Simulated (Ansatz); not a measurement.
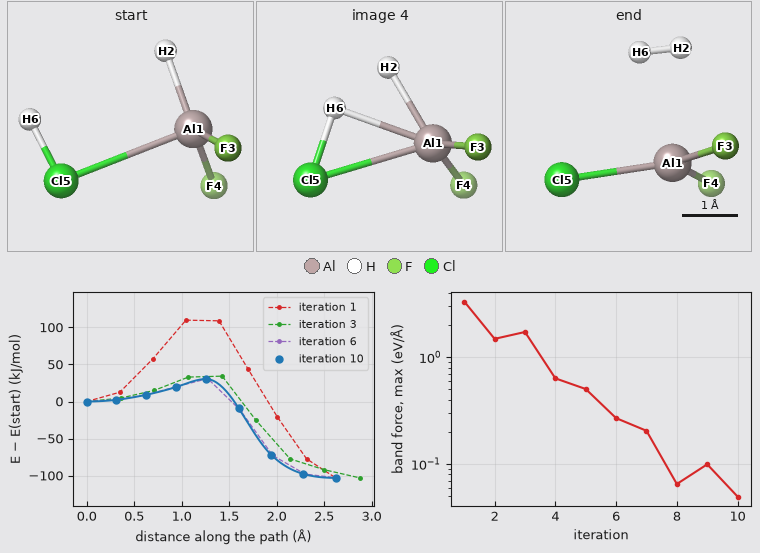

A search for the minimum-energy path of AlH2ClF2 by the nudged elastic band. Images are numbered from 0 (start) to 8 (end). The plot follows the band through its iterations. Style: ball-and-stick. Shown at a tilt.

These are results of Ansatz 0.2.0, RKS B3LYP/def2-SVP, not measurements. Run with 7 movable images; climbing image; force threshold 0.05 eV/Å; iteration limit 60; starting path through a guess of the saddle point.

### How did the profile develop, and is the result final?

The result is final at these settings. The band converged in 10 iterations. The largest component of the band force went from 3.3 to 0.05 eV/Å. The climbing image converged on the top of the path. Its vibrational analysis gives one imaginary mode (732i cm⁻¹), as a transition state must have. The first iteration put the highest image at 109.8 kJ/mol. Forward barrier 30.3 kJ/mol, backward barrier 133.4 kJ/mol, with image 4 at the top; the reaction energy is −103.1 kJ/mol.

Cost: 2.7 min on 1 thread of Arm Neoverse V2 (shared host), peak memory 0.14 GiB.
